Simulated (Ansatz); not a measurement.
**AlH2ClO (SMILES [OH][AlH][Cl]) at B2PLYP/STO-3G**

What is the vertical electron affinity of AlH2ClO at B2PLYP/STO-3G? 

Program for the calculation: Ansatz 0.2.0.

77 further runs of the same task are left out: 5 that didn't finish, 72 set aside as unsound or not needed.

### Step 1. The molecule

The species is AlH2ClO (5 atoms), meant as a singlet with charge 0. SMILES: `[OH][AlH][Cl]`. The shape is that of a PBE0-D4/def2-TZVP optimisation. This is one conformer, not always the lowest.

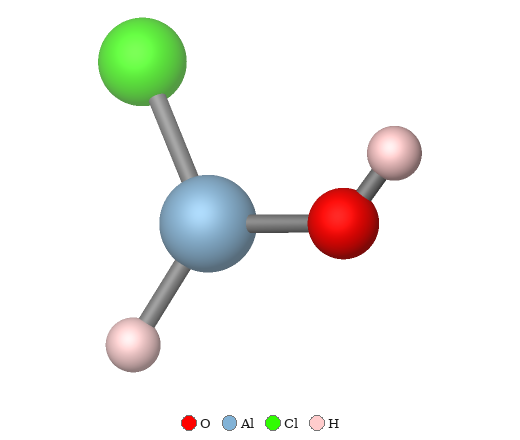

The structure, seen from a chosen angle (oxygen red, aluminium light blue, chlorine green, hydrogen pink).

### Step 2. A single-point energy at B2PLYP/STO-3G

molecule.yaml reads:

```yaml
crystal:
  periodic: [false, false, false]
  atoms:
    - {symbol: O, position_ang: [-1.110100, 0.370900, -0.514400]}
    - {symbol: Al, position_ang: [0.431000, 0.184900, 0.137500]}
    - {symbol: Cl, position_ang: [1.114900, -1.725400, 0.662800]}
    - {symbol: H, position_ang: [-1.719500, -0.349100, -0.669500]}
    - {symbol: H, position_ang: [1.333500, 1.445000, 0.342200]}
basis:
  gaussian: {orbitals: STO-3G}
correlation: {frozen_orbitals: {Al: 5, Cl: 5, H: 0, O: 1}}
hamiltonian: {xc: {name: B2PLYP}}
accuracy: high
```

Launch:

```sh
$ ansatz run molecule.yaml --threads 1 --pin off --max-ram 2610MiB --events-out events.jsonl --progress --plain --runs-dir runs
```

Output:

```text
Warning: RAYON_NUM_THREADS=1 ignored (pool sized by the plan → 1); use --threads N
Functional definition: B2PLYP
  name "B2PLYP"
  parameter a = 0.53
  parameter c = 0.27
  exchange = (1 - a)*b88_x + a*exact_x
  correlation = (1 - c)*lyp_c + c*(mp2_os + mp2_ss)
456 factors; integrals over basis functions are off by at most 1.7e-8 eV
mean field evaluation 1: about -20943.3724 eV, gradient 2.6e1 eV
mean field evaluation 2: about -20943.3720 eV, gradient 2.6e1 eV
mean field evaluation 4: about -20945.9416 eV, gradient 2.2e0 eV
mean field evaluation 8: about -20945.9567 eV, gradient 6.8e-3 eV
mean field evaluation 16: about -20945.9567 eV, gradient 4.0e-8 eV
mean field -20945.95669850 eV, -769.7497109903 hartree, gradient 4.0e-8 eV, S^2 0.000000; 0 other end points of the search recorded, 0 dependent functions left out
11 core orbitals not correlated: weight in the atoms' cores, before any rotation towards them, 1.000 or more for the frozen orbitals, at most 0.000 for the correlated occupied ones
reference -20945.95671672 eV, -769.7497116600 hartree; 9, 9 occupied and 5, 5 virtual orbitals, 456 factors
second order -2.58027024 eV of doubles, -0.00000000 eV of singles
Total energy: -20946.65338968 eV, -769.7753139193 hartree
```

Wall time 0.72 s (1 thread of AMD EPYC 9R45 (Zen 5), shared host).

### Step 3. The doublet anion at the same level

input.yaml reads:

```yaml
crystal:
  periodic: [false, false, false]
  atoms:
    - {symbol: O, position_ang: [-1.110100, 0.370900, -0.514400]}
    - {symbol: Al, position_ang: [0.431000, 0.184900, 0.137500]}
    - {symbol: Cl, position_ang: [1.114900, -1.725400, 0.662800]}
    - {symbol: H, position_ang: [-1.719500, -0.349100, -0.669500]}
    - {symbol: H, position_ang: [1.333500, 1.445000, 0.342200]}
basis:
  gaussian:
    orbitals: STO-3G
total_charge: -1
magnetization:
  spin_polarized: true
  initial_magnetization: 1
hamiltonian:
  xc: {name: B2PLYP}
correlation:
  frozen_orbitals: {Al: 5, Cl: 5, H: 0, O: 1}
accuracy: high
```

Launch:

```sh
$ ansatz run input.yaml --threads 1 --pin off --max-ram 2610MiB --events-out events.jsonl --progress --plain --runs-dir runs
```

Output (excerpt; [...] marks lines left out):

```text
Warning: RAYON_NUM_THREADS=1 ignored (pool sized by the plan → 1); use --threads N
Functional definition: B2PLYP
  name "B2PLYP"
[...]
456 factors; integrals over basis functions are off by at most 1.7e-8 eV
[...]
mean field -20938.47958120 eV, -769.4749319980 hartree, gradient 8.1e-8 eV, S^2 0.757873; 2 other end points of the search recorded, 0 dependent functions left out
11 core orbitals not correlated: weight in the atoms' cores, before any rotation towards them, 0.999 or more for the frozen orbitals, at most 0.000 for the correlated occupied ones
reference -20938.47959944 eV, -769.4749326681 hartree; 10, 9 occupied and 4, 5 virtual orbitals, 456 factors
second order -1.90298414 eV of doubles, -0.00000000 eV of singles
Total energy: -20938.99340516 eV, -769.4938146800 hartree
```

It took 1.2 s on 1 thread of AMD EPYC 9R45 (Zen 5), shared host; peak memory 0.17 GiB.

### Step 4. Results

Level: B2PLYP/STO-3G, 11 core orbitals frozen.

| quantity | value |
| --- | --- |
| singlet AlH2ClO: total energy | -769.77531 Eh |
| doublet anion: total energy | -769.49381 Eh |
| doublet anion: ⟨S²⟩ | 0.758 |
| vertical electron affinity (to the doublet anion) | -7.660 eV |

**Reading.** The anion lies 7.66 eV (177 kcal/mol) above the neutral: the electron isn't bound at this level, and such a value depends on the basis. Without diffuse functions anions come out too high. In a minimal basis such a difference can be off by several eV, whatever the method.
